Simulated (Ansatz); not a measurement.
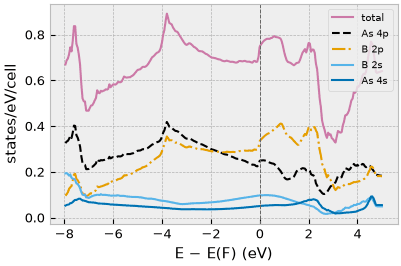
Figure: Total and projected density of states of BAs (rock salt, Fm-3m), the program Ansatz at the PBEsol level (PAW)

**Question.** Which orbitals carry the states next to the Fermi level?

**Answer.** Within 0.5 eV of the Fermi level: B 2p 45 %, As 4p 33 %, B 2s 13 %, As 4s 7 %. Projections are on Löwdin-orthogonalised atomic valence shells; empty p or d shells of many metals are not among them.

**Question.** Where is the tallest occupied peak in this window, and what makes it?

**Answer.** Near -3.8 eV, about 0.89 states/eV per cell; the largest projected share is As 4p.

The start of the workflow was typed in or built on a structure type; neither database checked (COD, Materials Project) lists it. It is not the phase usual at ambient conditions (space group No. 216). Symmetry was held in the PBEsol relaxation. At this level the phase is dynamically unstable (imaginary phonons). Its formation energy is positive at this level, so the cell may be metastable or incomplete. Scalar-relativistic: spin–orbit coupling is off unless named, which matters more the heavier the elements.

Potentials: the earlier of the program's two PAW sets. The files were generated under PBE; for other functionals the program regenerates the frozen cores, and for LDA and PBEsol the local potential too.
